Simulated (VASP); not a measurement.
Band structure of PbI₂ (space group P6_3mc). All values below come from PBEsol GGA, VASP's PBE PAW potentials (set 64) (plane waves; VASP).

Unless said otherwise, spin-orbit coupling is left out, though it shifts the bands of the heavy elements here.

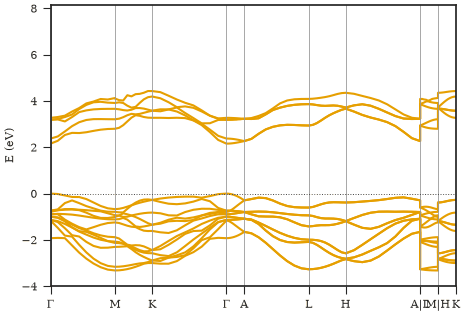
Bands along high-symmetry lines, zero at the valence-band maximum or, without a gap, the Fermi level

Read the plot: is there a gap, and where are the band edges?

The gap is direct, 2.16 eV, from the valence maximum at Γ to the conduction minimum at Γ. (Edges off the drawn lines would not show.)

The structure comes from a computed database's PbI2 entry (P6_3mc); how it stands against other phases isn't given here. It was relaxed first, which changed the volume by -6 %.
